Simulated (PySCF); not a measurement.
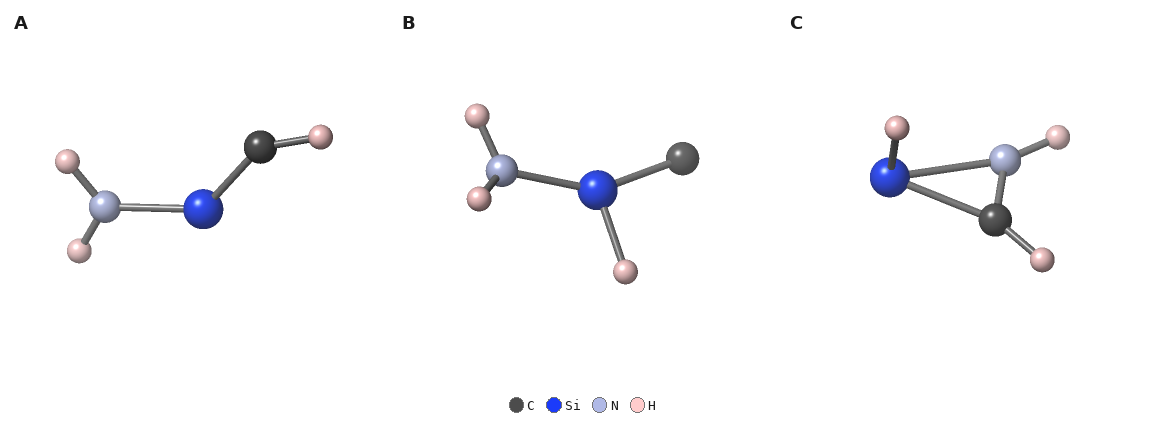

3 stationary structures of one formula. Geometries: PBE-D4/def2-SVP. Electronic energies: PBE-D4/def2-SVP (PySCF 2.14.0), without zero-point energy. No frequency run is at hand to confirm each as a minimum.

> Which structure is the most stable?

C is lowest (C1); A lies 1.103 eV above it (Cs), B lies 3.341 eV above it (C1).
